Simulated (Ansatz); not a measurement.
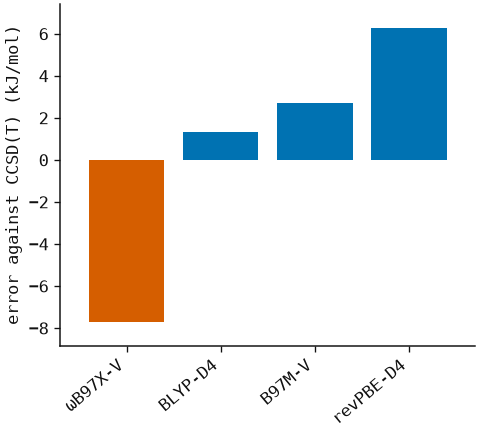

Error in the electronic atomisation energy (method less reference, so positive means overbinding) of CH₂, SMILES [CH2], triplet: functionals in def2-TZVPP against frozen-core CCSD(T) at the limit (scheme: direct), which gives 796.1 kJ/mol, at a PBE0-D4/def2-TZVP geometry (a minimum by its frequencies), no zero-point or spin-orbit term, the Ansatz code 0.2.0. The reference leaves out core correlation, a term that grows with the number of heavy atoms.

What range do the values span?

Answer. From −7.7 kJ/mol (ωB97X-V) to 6.3 kJ/mol (revPBE-D4).

Give the values.

Answer.
```csv
level,kJ/mol
ωB97X-V,−7.7
BLYP-D4,1.3
B97M-V,2.7
revPBE-D4,6.3
```

Limits of at least one run: other spin states weren't compared here.
